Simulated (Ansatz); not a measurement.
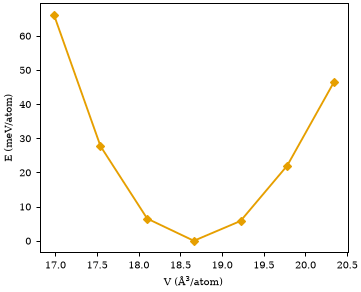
*ZrGeSe in space group P4/nmm (No. 129; Zr on 2c, Ge on 2a, Se on 2c) under volume change, PBEsol in the plane-wave PAW code Ansatz, shape and atoms relaxed at each volume.*

Question: What does a third-order Birch–Murnaghan fit give for V₀, B₀ and B′?

Answer: V₀ = 18.66 Å³/atom, B₀ = 115 GPa, B′ = 5.1.

The workflow started from a Materials Project entry (that database holds measured and hypothetical structures alike); the Crystallography Open Database files this formula in space group No. 129, but the cells were not matched. Its standing as an ambient phase is unchecked. The PBEsol relaxation kept the symmetry of its start; its stability against distortions is not shown here. No spin polarisation was allowed.

Potentials: the later of the program's two PAW sets.
